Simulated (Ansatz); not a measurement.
# ZrCl₄ + H₂: a complex and its separated parts, part 1 of 2

The complex below is one end of an elementary step. How strongly is it bound against its free parts?

The runs use Ansatz 0.2.0, Gaussian basis; PBE0-D4/def2-TZVP structures, single points in def2-TZVPP, no counterpoise correction.

Levels: SPW92, PBE-D4, BLYP-D4, r2SCAN-D4, B97M-V, PBE0-D4, B3LYP-D4, r2SCAN0-D4, BHLYP-D4, CAM-B3LYP-D4, wB97X-V, wB97M-V, B2PLYP, PBE-QIDH, RPA on PBE, Hartree-Fock, MP2, CCSD, CCSD(T).

Correlated methods freeze the cores. Core potentials replace the inner electrons past krypton, and spin-orbit coupling is left out. B3LYP uses VWN-RPA correlation. B2PLYP carries no dispersion term here.

88 further runs of the same task are left out: 88 set aside as unsound or not needed. Runs told in other sessions of the task aren't counted.

**1. The system as given**

The complex: 7 atoms, charge 0, spin multiplicity 1.

Atoms are counted from 1 here; the program's logs count them from 0.

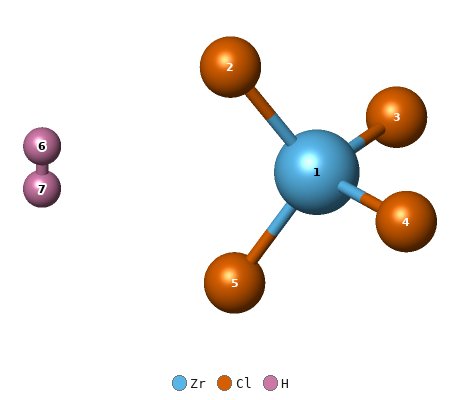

As it starts; zirconium blue, chlorine orange, hydrogen pink; atoms are numbered from 1 in the order of the file.

Geometry (Å):

```mol
Cl4H2Zr
  3D, bonds by distance, orders not assigned

  7  5  0  0  0  0  0  0  0  0999 V2000
   -0.6886   -0.3367   -0.9766 Zr  0  0
    0.3567   -1.8052    0.4781 Cl  0  0
    0.3183   -0.4691   -3.0579 Cl  0  0
   -2.9264   -0.9029   -1.1638 Cl  0  0
   -0.5071    1.8267   -0.1698 Cl  0  0
    1.8035    0.4839    2.5037 H   0  0
    1.6435    1.2034    2.3865 H   0  0
  1  2  8  0
  1  3  8  0
  1  4  8  0
  1  5  8  0
  6  7  8  0
M  END
```

Its parts: ZrCl₄ holds atoms 1, 2, 3, 4, 5; H₂ holds atoms 6, 7. Each part counts its atoms afresh in its own runs.

**2. Relaxing ZrCl₄ alone**

Contents of relax-a/in.yaml:

```yaml
crystal:
  periodic: [false, false, false]
  atoms:
    - {symbol: Zr, position_ang: [-0.688602, -0.336749, -0.976560]}
    - {symbol: Cl, position_ang: [0.356651, -1.805218, 0.478052]}
    - {symbol: Cl, position_ang: [0.318305, -0.469118, -3.057864]}
    - {symbol: Cl, position_ang: [-2.926382, -0.902863, -1.163812]}
    - {symbol: Cl, position_ang: [-0.507055, 1.826676, -0.169847]}
basis:
  gaussian: {orbitals: def2-TZVP}
hamiltonian: {xc: pbe0, dispersion: d4}
relax: {f_tol: 0.005, max_steps: 200}
```

The run is started by

```
$ ansatz run in.yaml --threads 8 --pin off --events-out ev --progress --plain --max-ram 19148MiB
```

The program printed, cut to the lines that bear on the results:

```text
Functional definition: PBE0
  name "PBE0"
  cite "Adamo & Barone, J. Chem. Phys. 110, 6158 (1999) doi:10.1063/1.478522"
  cite "Perdew, Burke & Ernzerhof, Phys. Rev. Lett. 77, 3865 (1996) doi:10.1103/PhysRevLett.77.3865"
  parent pbe
[...]
1471 factors; their error is unknown
[...]
mean field -51364.82488720 eV, -1887.6224982759 hartree, gradient 4.3e-5 eV, S^2 0.000000; 0 other end points of the search recorded, 0 dependent functions left out
[...]
reference -51364.82493156 eV, -1887.6224999060 hartree; 40, 40 occupied and 148, 148 virtual orbitals, 1471 factors
[...]
reference -51364.82496589 eV, -1887.6225011675 hartree; 40, 40 occupied and 148, 148 virtual orbitals, 1471 factors
Total energy: -51365.02305131 eV, -1887.6297806727 hartree
Atom 0 at    -0.689233    -0.337333    -0.977683 Å, force     0.000016     0.000727     0.000109 eV/Å
Atom 1 at     0.357328    -1.801547     0.479976 Å, force    -0.000006     0.000705     0.000115 eV/Å
Atom 2 at     0.316928    -0.469586    -3.059404 Å, force     0.000899     0.000142    -0.000635 eV/Å
Atom 3 at    -2.927022    -0.903245    -1.165865 Å, force    -0.001105    -0.000143     0.000442 eV/Å
Atom 4 at    -0.505084     1.824439    -0.167055 Å, force     0.000195    -0.001431    -0.000031 eV/Å
Dipole moment:     0.000112     0.000021     0.000191 e Å
```

Wall time 5.5 s (8 threads of Arm Neoverse V2, shared host); peak memory 0.64 GiB.

Relaxation path:

| step | energy from step 1 (eV) | largest force component (eV/Å) |
| --- | --- | --- |
| 1 | 0.0000 | 0.0066 |
| 2 | 0.0000 | 0.0014 |

Close pairs (by a distance rule), those that changed most:

| bond | before (Å) | after (Å) | change (Å) |
| --- | --- | --- | --- |
| Zr1–Cl2 | 2.316 | 2.316 | -0.000 |
| Zr1–Cl3 | 2.316 | 2.316 | +0.000 |
| Zr1–Cl4 | 2.316 | 2.316 | +0.000 |
| Zr1–Cl5 | 2.316 | 2.316 | +0.000 |

**3. Relaxing H₂ alone**

Contents of relax-b/in.yaml:

```yaml
crystal:
  periodic: [false, false, false]
  atoms:
    - {symbol: H, position_ang: [1.803522, 0.483871, 2.503661]}
    - {symbol: H, position_ang: [1.643461, 1.203400, 2.386470]}
basis:
  gaussian: {orbitals: def2-TZVP}
hamiltonian: {xc: pbe0, dispersion: d4}
relax: {f_tol: 0.005, max_steps: 200}
```

The run is started by

```
$ ansatz run in.yaml --threads 8 --pin off --events-out ev --progress --plain --max-ram 19148MiB
```

The program printed, cut to the lines that bear on the results:

```text
[... 5 set-up lines as earlier in the session ...]
[...]
88 factors; their error is unknown
[...]
mean field -31.78865147 eV, -1.1682113945 hartree, gradient 1.7e-5 eV, S^2 0.000000; 0 other end points of the search recorded, 0 dependent functions left out
[...]
reference -31.78866862 eV, -1.1682120246 hartree; 1, 1 occupied and 11, 11 virtual orbitals, 88 factors
Total energy: -31.79027516 eV, -1.1682710639 hartree
Atom 0 at     1.803495     0.483992     2.503641 Å, force    -0.000052     0.000234    -0.000038 eV/Å
Atom 1 at     1.643488     1.203279     2.386490 Å, force     0.000052    -0.000234     0.000038 eV/Å
Dipole moment:     0.000000    -0.000000     0.000000 e Å
```

Wall time 0.15 s (8 threads of Arm Neoverse V2, shared host).

The steps of the relaxation:

| step | energy from step 1 (eV) | largest force component (eV/Å) |
| --- | --- | --- |
| 1 | 0.0000 | 0.0090 |
| 2 | 0.0000 | 0.0002 |

The bond:

| bond | before (Å) | after (Å) | change (Å) |
| --- | --- | --- | --- |
| H1–H2 | 0.746 | 0.746 | -0.000 |

**4. SPW92/def2-TZVPP**

Contents of parta/in.yaml:

```yaml
crystal:
  periodic: [false, false, false]
  atoms:
    - {symbol: Zr, position_ang: [-0.689233, -0.337333, -0.977683]}
    - {symbol: Cl, position_ang: [0.357328, -1.801547, 0.479976]}
    - {symbol: Cl, position_ang: [0.316928, -0.469586, -3.059404]}
    - {symbol: Cl, position_ang: [-2.927022, -0.903245, -1.165865]}
    - {symbol: Cl, position_ang: [-0.505084, 1.824439, -0.167055]}
basis:
  gaussian: {orbitals: def2-TZVPP}
hamiltonian: {xc: lda}
```

Contents of partb/in.yaml:

```yaml
crystal:
  periodic: [false, false, false]
  atoms:
    - {symbol: H, position_ang: [1.803495, 0.483992, 2.503641]}
    - {symbol: H, position_ang: [1.643488, 1.203279, 2.386490]}
basis:
  gaussian: {orbitals: def2-TZVPP}
hamiltonian: {xc: lda}
```

One command serves all of them, each in its own folder.

The run is started by

```
$ ansatz run in.yaml --threads 8 --pin off --events-out ev --progress --plain --max-ram 19148MiB
```

Log of parta, cut to the lines that bear on the results:

```text
Functional definition: SPW92
  name "SPW92"
  cite "Dirac, Proc. Camb. Phil. Soc. 26, 376 (1930) doi:10.1017/S0305004100016108"
  cite "Slater, Phys. Rev. 81, 385 (1951) doi:10.1103/PhysRev.81.385"
  cite "Perdew & Wang, Phys. Rev. B 45, 13244 (1992) doi:10.1103/PhysRevB.45.13244"
[...]
1488 factors; their error is unknown
[...]
mean field -51217.22873908 eV, -1882.1984398767 hartree, gradient 2.8e-5 eV, S^2 0.000000; 0 other end points of the search recorded, 0 dependent functions left out
reference -51217.22879490 eV, -1882.1984419279 hartree; 40, 40 occupied and 184, 184 virtual orbitals, 1488 factors
Total energy: -51217.22879490 eV, -1882.1984419279 hartree
```

Log of partb, cut to the lines that bear on the results:

```text
[... 5 set-up lines as earlier in the session ...]
[...]
118 factors; their error is unknown
[...]
mean field -30.93526841 eV, -1.1368501455 hartree, gradient 4.4e-5 eV, S^2 0.000000; 0 other end points of the search recorded, 0 dependent functions left out
reference -30.93528909 eV, -1.1368509054 hartree; 1, 1 occupied and 27, 27 virtual orbitals, 118 factors
Total energy: -30.93528909 eV, -1.1368509054 hartree
```

They took 0.65 s (parta), 0.1 s (partb) on 8 threads of Arm Neoverse V2, shared host.

**5. PBE-D4/def2-TZVPP**

Each input of step 4 (parta, partb) changes in the same lines:

```diff
-hamiltonian: {xc: lda}
+hamiltonian: {xc: pbe, dispersion: d4}
```

One command serves all of them, each in its own folder.

The run is started by

```
$ ansatz run in.yaml --threads 8 --pin off --events-out ev --progress --plain --max-ram 19148MiB
```

Output in parta, cut to the lines that bear on the results:

```text
Functional definition: PBE
  name "PBE"
[... 2 set-up lines as earlier in the session ...]
[...]
1488 factors; their error is unknown
[...]
mean field -51361.70746979 eV, -1887.5079352991 hartree, gradient 7.3e-5 eV, S^2 0.000000; 0 other end points of the search recorded, 0 dependent functions left out
reference -51361.70753066 eV, -1887.5079375362 hartree; 40, 40 occupied and 184, 184 virtual orbitals, 1488 factors
Total energy: -51361.93117434 eV, -1887.5161562896 hartree
```

Output in partb, cut to the lines that bear on the results:

```text
[... 4 set-up lines as earlier in the session ...]
[...]
118 factors; their error is unknown
[...]
mean field -31.73221547 eV, -1.1661374097 hartree, gradient 3.1e-5 eV, S^2 0.000000; 0 other end points of the search recorded, 0 dependent functions left out
reference -31.73223715 eV, -1.1661382062 hartree; 1, 1 occupied and 27, 27 virtual orbitals, 118 factors
Total energy: -31.73425635 eV, -1.1662124108 hartree
```

Times: 1.1 s (parta), 0.1 s (partb) on 8 threads of Arm Neoverse V2, shared host.

**6. BLYP-D4/def2-TZVPP**

The same edit goes into each in.yaml of step 5 (parta, partb):

```diff
-hamiltonian: {xc: pbe, dispersion: d4}
+hamiltonian: {xc: {name: BLYP}, dispersion: d4}
```

Each run has its own folder and the same command.

The run is started by

```
$ ansatz run in.yaml --threads 8 --pin off --events-out ev --progress --plain --max-ram 19148MiB
```

Output in parta, cut to the lines that bear on the results:

```text
Functional definition: BLYP
  name "BLYP"
  cite "Becke, Phys. Rev. A 38, 3098 (1988) doi:10.1103/PhysRevA.38.3098"
  cite "Lee, Yang & Parr, Phys. Rev. B 37, 785 (1988) doi:10.1103/PhysRevB.37.785"
[...]
1488 factors; their error is unknown
[...]
mean field -51380.71920510 eV, -1888.2066036851 hartree, gradient 7.2e-5 eV, S^2 0.000000; 0 other end points of the search recorded, 0 dependent functions left out
reference -51380.71961187 eV, -1888.2066186336 hartree; 40, 40 occupied and 184, 184 virtual orbitals, 1488 factors
Total energy: -51381.16778164 eV, -1888.2230885690 hartree
```

Output in partb, cut to the lines that bear on the results:

```text
[... 4 set-up lines as earlier in the session ...]
[...]
118 factors; their error is unknown
[...]
mean field -31.82604574 eV, -1.1695856086 hartree, gradient 8.3e-5 eV, S^2 0.000000; 0 other end points of the search recorded, 0 dependent functions left out
reference -31.82623816 eV, -1.1695926800 hartree; 1, 1 occupied and 27, 27 virtual orbitals, 118 factors
Total energy: -31.83113602 eV, -1.1697726729 hartree
```

They took 1.2 s (parta), 0.1 s (partb) on 8 threads of Arm Neoverse V2, shared host.

**7. r2SCAN-D4/def2-TZVPP**

The same edit goes into each in.yaml of step 6 (parta, partb):

```diff
-hamiltonian: {xc: {name: BLYP}, dispersion: d4}
+hamiltonian: {xc: r2scan, dispersion: d4}
```

One command serves all of them, each in its own folder.

The run is started by

```
$ ansatz run in.yaml --threads 8 --pin off --events-out ev --progress --plain --max-ram 19148MiB
```

Output in parta, cut to the lines that bear on the results:

```text
Functional definition: r2SCAN
  name "r2SCAN"
  cite "Furness, Kaplan, Ning, Perdew & Sun, J. Phys. Chem. Lett. 11, 8208 (2020) doi:10.1021/acs.jpclett.0c02405"
  cite "Furness, Kaplan, Ning, Perdew & Sun, J. Phys. Chem. Lett. 11, 9248 (2020) doi:10.1021/acs.jpclett.0c03077"
  parent r2scan
[...]
1488 factors; their error is unknown
[...]
mean field -51379.32259031 eV, -1888.1552790383 hartree, gradient 4.7e-5 eV, S^2 0.000000; 0 other end points of the search recorded, 0 dependent functions left out
reference -51379.32260776 eV, -1888.1552796793 hartree; 40, 40 occupied and 184, 184 virtual orbitals, 1488 factors
Total energy: -51379.37523766 eV, -1888.1572137928 hartree
```

Output in partb, cut to the lines that bear on the results:

```text
[... 5 set-up lines as earlier in the session ...]
[...]
118 factors; their error is unknown
[...]
mean field -31.87205568 eV, -1.1712764426 hartree, gradient 4.1e-5 eV, S^2 0.000000; 0 other end points of the search recorded, 0 dependent functions left out
reference -31.87206230 eV, -1.1712766858 hartree; 1, 1 occupied and 27, 27 virtual orbitals, 118 factors
Total energy: -31.87256368 eV, -1.1712951112 hartree
```

They took 2.6 s (parta), 0.3 s (partb) on 8 threads of Arm Neoverse V2, shared host.

**8. B97M-V/def2-TZVPP**

The same edit goes into each in.yaml of step 7 (parta, partb):

```diff
-hamiltonian: {xc: r2scan, dispersion: d4}
+hamiltonian: {xc: {name: B97M-V}}
```

The same command starts each run, in its folder.

The run is started by

```
$ ansatz run in.yaml --threads 8 --pin off --events-out ev --progress --plain --max-ram 19148MiB
```

Output in parta, cut to the lines that bear on the results:

```text
Functional definition: B97M-V
  name "B97M-V"
  cite "Mardirossian & Head-Gordon, J. Chem. Phys. 142, 074111 (2015) doi:10.1063/1.4907719"
  cite "Becke, J. Chem. Phys. 107, 8554 (1997) doi:10.1063/1.475007"
  cite "Vydrov & Van Voorhis, J. Chem. Phys. 133, 244103 (2010) doi:10.1063/1.3521275"
  # Of w^i u^j: cxij and so on, Table III.
[...]
  gx(w, u) = cx00 + cx01*u + cx02*u^2 + (cx10 + cx11*u)*w
[...]
  gos(w, u) = cos00 + cos01*u + cos03*u^3 + cos10*w + cos32*w^3*u^2
[...]
      + integral(e_c_pw_mod_opposite_spin*gos(b97_w_opposite, b97_u_opposite)) + vv10(b, c)
1488 factors; their error is unknown
[...]
mean field -51369.30428613 eV, -1887.7871131501 hartree, gradient 8.3e-5 eV, S^2 0.000000; 0 other end points of the search recorded, 0 dependent functions left out
reference -51369.30437101 eV, -1887.7871162697 hartree; 40, 40 occupied and 184, 184 virtual orbitals, 1488 factors
Total energy: -51369.30437101 eV, -1887.7871162697 hartree
```

partb printed, cut to the lines that bear on the results:

```text
[... 5 set-up lines as earlier in the session ...]
  # Of w^i u^j: cxij and so on, Table III.
[...]
  gx(w, u) = cx00 + cx01*u + cx02*u^2 + (cx10 + cx11*u)*w
  gss(w, u) = css00 + css02*u^2 + css10*w + (css32*w^3 + css42*w^4)*u^2
  gos(w, u) = cos00 + cos01*u + cos03*u^3 + cos10*w + cos32*w^3*u^2
[...]
      + integral(e_c_pw_mod_opposite_spin*gos(b97_w_opposite, b97_u_opposite)) + vv10(b, c)
118 factors; their error is unknown
[...]
mean field -31.90530684 eV, -1.1724984002 hartree, gradient 8.2e-6 eV, S^2 0.000000; 0 other end points of the search recorded, 0 dependent functions left out
reference -31.90533652 eV, -1.1724994911 hartree; 1, 1 occupied and 27, 27 virtual orbitals, 118 factors
Total energy: -31.90533652 eV, -1.1724994911 hartree
```

Times: 4 s (parta), 0.15 s (partb) on 8 threads of Arm Neoverse V2, shared host.

**9. PBE0-D4/def2-TZVPP**

Each input of step 8 (parta, partb) changes in the same lines:

```diff
-hamiltonian: {xc: {name: B97M-V}}
+hamiltonian: {xc: pbe0, dispersion: d4}
+output: {orbitals: {seedname: orbitals}}
```

The same command starts each run, in its folder.

The run is started by

```
$ ansatz run in.yaml --threads 8 --pin off --events-out ev --progress --plain --max-ram 19148MiB
```

Log of parta, cut to the lines that bear on the results:

```text
[... 5 set-up lines as earlier in the session ...]
[...]
1690 factors; their error is unknown
[...]
mean field -51364.93093961 eV, -1887.6263956302 hartree, gradient 8.1e-5 eV, S^2 0.000000; 0 other end points of the search recorded, 0 dependent functions left out
reference -51364.93098342 eV, -1887.6263972399 hartree; 40, 40 occupied and 184, 184 virtual orbitals, 1690 factors
Total energy: -51365.12906884 eV, -1887.6336767451 hartree
```

Log of partb, cut to the lines that bear on the results:

```text
[... 5 set-up lines as earlier in the session ...]
[...]
118 factors; their error is unknown
[...]
mean field -31.79610866 eV, -1.1684854411 hartree, gradient 5.5e-5 eV, S^2 0.000000; 0 other end points of the search recorded, 0 dependent functions left out
reference -31.79612465 eV, -1.1684860288 hartree; 1, 1 occupied and 27, 27 virtual orbitals, 118 factors
Total energy: -31.79773119 eV, -1.1685450681 hartree
```

Wall times: 1.8 s (parta), 0.1 s (partb) on 8 threads of Arm Neoverse V2, shared host; peak memory 0.83 GiB.

**10. B3LYP-D4/def2-TZVPP**

The same edit goes into each in.yaml of step 9 (parta, partb):

```diff
-hamiltonian: {xc: pbe0, dispersion: d4}
-output: {orbitals: {seedname: orbitals}}
+hamiltonian: {xc: {name: B3LYP}, dispersion: d4}
```

Each run has its own folder and the same command.

The run is started by

```
$ ansatz run in.yaml --threads 8 --pin off --events-out ev --progress --plain --max-ram 19148MiB
```

Log of parta, cut to the lines that bear on the results:

```text
Functional definition: B3LYP
  name "B3LYP"
  cite "Stephens, Devlin, Chabalowski & Frisch, J. Phys. Chem. 98, 11623 (1994) doi:10.1021/j100096a001"
[... 2 set-up lines as earlier in the session ...]
  cite "Vosko, Wilk & Nusair, Can. J. Phys. 58, 1200 (1980) doi:10.1139/p80-159"
[...]
1598 factors; their error is unknown
[...]
mean field -51383.71177627 eV, -1888.3165786470 hartree, gradient 3.3e-5 eV, S^2 0.000000; 0 other end points of the search recorded, 0 dependent functions left out
reference -51383.71208076 eV, -1888.3165898370 hartree; 40, 40 occupied and 184, 184 virtual orbitals, 1598 factors
Total energy: -51384.07823354 eV, -1888.3300457034 hartree
```

Log of partb, cut to the lines that bear on the results:

```text
[... 6 set-up lines as earlier in the session ...]
[...]
118 factors; their error is unknown
[...]
mean field -32.10923230 eV, -1.1799925225 hartree, gradient 4.5e-5 eV, S^2 0.000000; 0 other end points of the search recorded, 0 dependent functions left out
reference -32.10937440 eV, -1.1799977446 hartree; 1, 1 occupied and 27, 27 virtual orbitals, 118 factors
Total energy: -32.11252546 eV, -1.1801135440 hartree
```

They took 1.6 s (parta), 0.1 s (partb) on 8 threads of Arm Neoverse V2, shared host; peak memory 0.63 GiB.

**11. r2SCAN0-D4/def2-TZVPP**

Each input of step 10 (parta, partb) changes in the same lines:

```diff
-hamiltonian: {xc: {name: B3LYP}, dispersion: d4}
+hamiltonian: {xc: {name: r2SCAN0}, dispersion: d4}
```

One command serves all of them, each in its own folder.

The run is started by

```
$ ansatz run in.yaml --threads 8 --pin off --events-out ev --progress --plain --max-ram 19148MiB
```

Log of parta, cut to the lines that bear on the results:

```text
Functional definition: r2SCAN0
  name "r2SCAN0"
  cite "Bursch, Neugebauer, Ehlert & Grimme, J. Chem. Phys. 156, 134105 (2022) doi:10.1063/5.0086040"
[... 3 set-up lines as earlier in the session ...]
[...]
1690 factors; their error is unknown
[...]
mean field -51377.79333092 eV, -1888.0990797921 hartree, gradient 1.2e-5 eV, S^2 0.000000; 0 other end points of the search recorded, 0 dependent functions left out
reference -51377.79334495 eV, -1888.0990803078 hartree; 40, 40 occupied and 184, 184 virtual orbitals, 1690 factors
Total energy: -51377.86027506 eV, -1888.1015399440 hartree
```

partb printed, cut to the lines that bear on the results:

```text
[... 6 set-up lines as earlier in the session ...]
[...]
118 factors; their error is unknown
[...]
mean field -31.85187843 eV, -1.1705349422 hartree, gradient 1.4e-5 eV, S^2 0.000000; 0 other end points of the search recorded, 0 dependent functions left out
reference -31.85188355 eV, -1.1705351306 hartree; 1, 1 occupied and 27, 27 virtual orbitals, 118 factors
Total energy: -31.85242492 eV, -1.1705550256 hartree
```

Times: 3 s (parta), 0.3 s (partb) on 8 threads of Arm Neoverse V2, shared host; peak memory 0.68 GiB.

**12. BHLYP-D4/def2-TZVPP**

The same edit goes into each in.yaml of step 11 (parta, partb):

```diff
-hamiltonian: {xc: {name: r2SCAN0}, dispersion: d4}
+hamiltonian: {xc: {name: BHLYP}, dispersion: d4}
```

Each run has its own folder and the same command.

The run is started by

```
$ ansatz run in.yaml --threads 8 --pin off --events-out ev --progress --plain --max-ram 19148MiB
```

parta printed, cut to the lines that bear on the results:

```text
Functional definition: BHLYP
  name "BHLYP"
  cite "Becke, J. Chem. Phys. 98, 1372 (1993) doi:10.1063/1.464304"
[... 2 set-up lines as earlier in the session ...]
[...]
1786 factors; their error is unknown
[...]
mean field -51379.21698806 eV, -1888.1513982272 hartree, gradient 8.8e-6 eV, S^2 0.000000; 0 other end points of the search recorded, 0 dependent functions left out
reference -51379.21719221 eV, -1888.1514057296 hartree; 40, 40 occupied and 184, 184 virtual orbitals, 1786 factors
Total energy: -51379.58379351 eV, -1888.1648780787 hartree
```

partb printed, cut to the lines that bear on the results:

```text
[... 5 set-up lines as earlier in the session ...]
[...]
118 factors; their error is unknown
[...]
mean field -31.83806740 eV, -1.1700273965 hartree, gradient 5.6e-5 eV, S^2 0.000000; 0 other end points of the search recorded, 0 dependent functions left out
reference -31.83816296 eV, -1.1700309082 hartree; 1, 1 occupied and 27, 27 virtual orbitals, 118 factors
Total energy: -31.83990654 eV, -1.1700949835 hartree
```

Times: 1.6 s (parta), 0.1 s (partb) on 8 threads of Arm Neoverse V2, shared host; peak memory 0.66 GiB.

(Continued in part 2 of 2.)
